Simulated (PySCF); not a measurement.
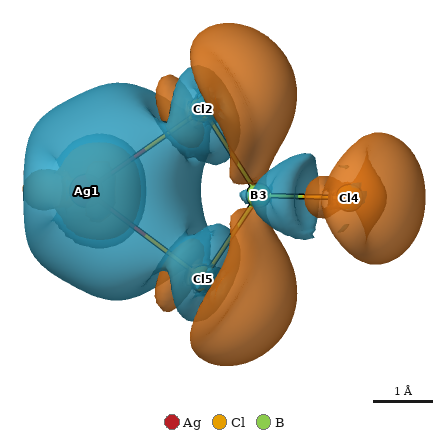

Figure. AgBCl$_{3}$, charge +1, SMILES `[Ag+].ClB(Cl)Cl`. Density of the complex less the densities of the two fragments at the same geometry, ±0.008 e/Å³ (light blue: gain, orange: loss). Fragment A: Ag(+1) (atom 1); fragment B: BCl3.

Level of theory: TPSS/def2-SVPD (PySCF), at a geometry from GFN2-xTB. Core potentials replace the inner electrons of Ag; spin–orbit coupling isn't included. GFN2-xTB bond lengths at metals and heavier atoms can be off by up to 0.1 Å and shapes distorted, which carries into these values.

> Which way does charge flow?

Hirshfeld charges show 0.207 e passing from B to A. By Hirshfeld charges, electrons gather most on Ag1 (−0.207 e) and leave Cl4 most (+0.104 e); 0.48 e is displaced in all.

> What is the interaction energy, and which contacts carry it?

The counterpoise-corrected interaction energy of the frozen fragments is −27.7 kcal/mol without dispersion correction and −30.6 kcal/mol with D3(BJ). D3 uses neutral-atom coefficients and tends to overbind metal cations. The pair geometry is semi-empirical, not a minimum at this level. Contacts: Ag1···Cl5, 2.58 Å, ρ = 0.047 a.u.; Ag1···Cl2, 2.58 Å, ρ = 0.047 a.u. The pose is a local one from a semi-empirical search, not shown to be the most stable.
